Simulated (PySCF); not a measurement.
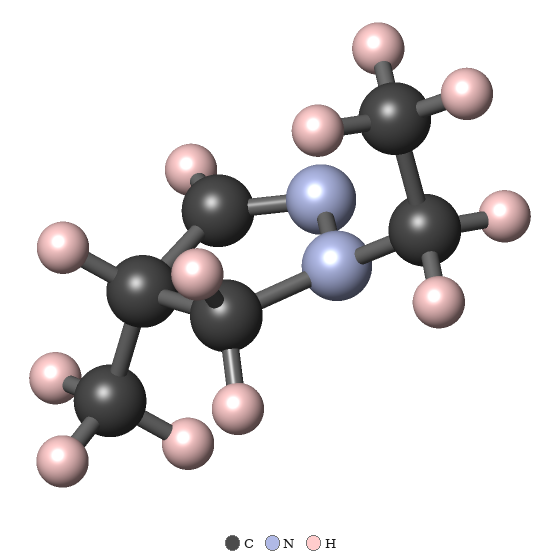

Structure of C₆H₁₂N₂, SMILES CCN1C[C@H](C)C=N1.

Vertical TDDFT excitations, PBE0/def2-SVPD with PySCF, at a GFN2-xTB geometry (no frequency check), gas phase.

### What does its absorption spectrum look like?

The lowest singlet lies at 5.00 eV (248 nm, f = 0.116); the brightest of the first 6 is S1 at 5.00 eV (248 nm), f = 0.116, mainly HOMO → LUMO (95 %). No singlet lies below 3.1 eV (beyond 400 nm), so at this level no vertical transition falls in the visible.


```
state  E (eV)  λ (nm)      f        main character
   S1    5.00     248  0.116    HOMO → LUMO (95 %)
   S2    5.38     230  0.064  HOMO → LUMO+1 (95 %)
   S3    5.89     211  0.003  HOMO → LUMO+2 (76 %)
   S4    5.99     207  0.010  HOMO → LUMO+3 (76 %)
   S5    6.25     198  0.004  HOMO−1 → LUMO (89 %)
   S6    6.33     196  0.005  HOMO → LUMO+4 (96 %)
```

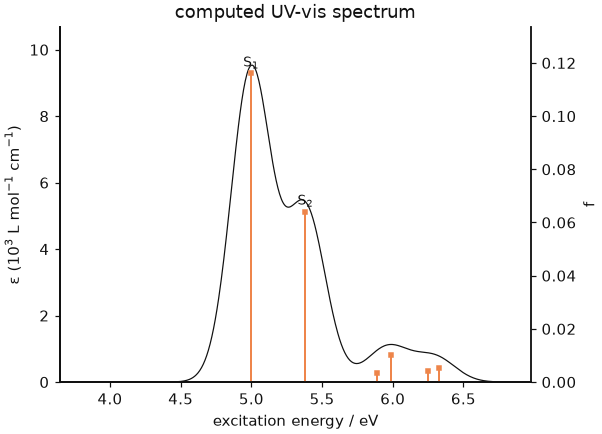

Only the first 6 singlet excitations are included; each is broadened by a Gaussian of 1/e half-width 0.20 eV. Sticks give oscillator strengths (right axis).

Known limits of this run: states above the negative HOMO energy depend on the basis; the tight-binding geometry is rougher than a DFT one and adds to the error; one conformer of a flexible molecule; core orbitals are frozen in the response.
